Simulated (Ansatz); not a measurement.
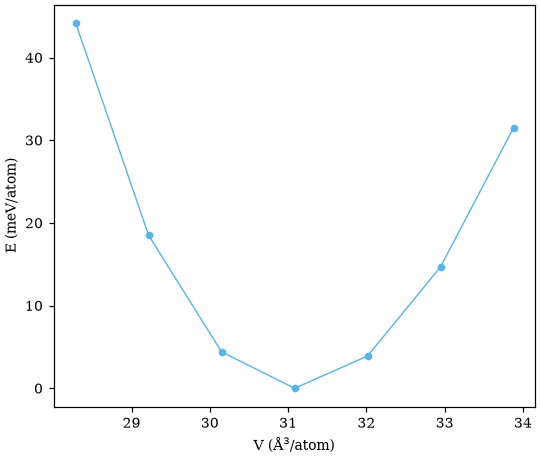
*SnTe (rock salt, Fm-3m) under volume change, PBEsol in the plane-wave PAW code Ansatz, scaled uniformly.*

### Question
What does a third-order Birch–Murnaghan fit give for V₀, B₀ and B′?

### Answer
V₀ = 31.09 Å³/atom, B₀ = 47.2 GPa, B′ = 4.5.

Symmetry was held in the PBEsol relaxation. Scalar-relativistic: spin–orbit coupling is off unless named, which matters more the heavier the elements.

Potentials: the later of the program's two PAW sets.
